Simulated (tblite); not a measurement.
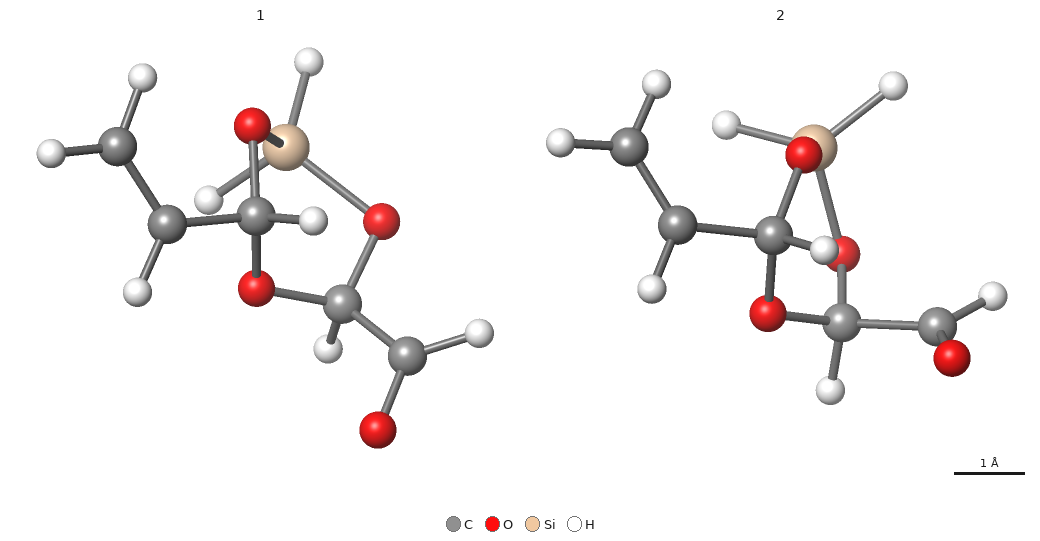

Two geometries of C$_{5}$H$_{8}$O$_{4}$Si, drawn at one scale. One is the start of a relaxation, the other its converged end. The picture is a ball-and-stick view, seen from a free direction.

The calculation used GFN2-xTB geometry optimisation, gas phase in tblite 0.8.0. 

> Which geometry has the lower energy?

Structure 2 is the relaxed one. The atom that moves furthest after the best rigid fit is an O atom (1.34 Å). Largest moves by element: O 1.34 Å, H 1.23 Å, C 0.49 Å, Si 0.20 Å. Near-neighbour distances that change, for instance: O–Si 2.435 → 2.822 Å, O–Si 1.733 → 1.630 Å, O–Si 1.741 → 1.646 Å, C–C 1.471 → 1.526 Å. Among the angles between lasting bonds that change: C–O–Si 103.4° → 122.4°, Si–O–C 103.6° → 116.0°, C–C–H 124.0° → 111.8°. Groups turn about O–Si by about 70°, C–O by about 60°, C–O by about 30°. Over 112 geometry steps the energy falls by 1.214 eV. Cost: 5 s on 1 thread of Intel(R) Xeon(R) Processor @ 2.50GHz, with other jobs on the host.
